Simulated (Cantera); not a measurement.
Charge: 1 mol SiH2Cl2, 0.37 mol HCl, 38 mol H2, equilibrated at 1900 Pa.

Equilibrium computed with Cantera from the NASA thermochemical tables; the gas is ideal and each condensed phase is pure. Candidate condensed phases: Si; 19 gas species. The tables' values for SiCl, SiCl3 are old estimates; treat these amounts as uncertain. Gases not in the tables: Si2H6 and higher silanes. Kinetics and transport are ignored.

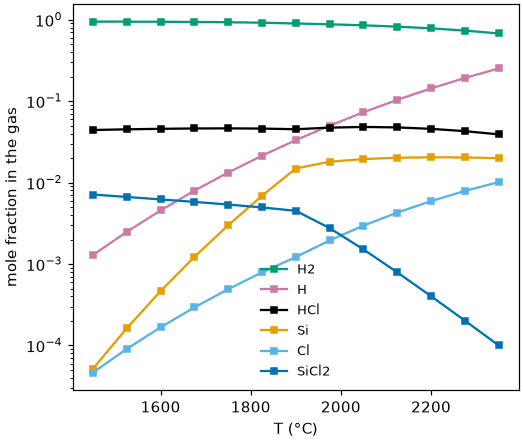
Equilibrium gas composition (values under 1e-9 drawn at 1e-9)

From 1450 °C to 1900 °C the condensed part is Si(l). From 1975 °C to 2350 °C nothing is condensed. The main Si-bearing gas is SiCl2 at 1450 °C and Si at 2350 °C.
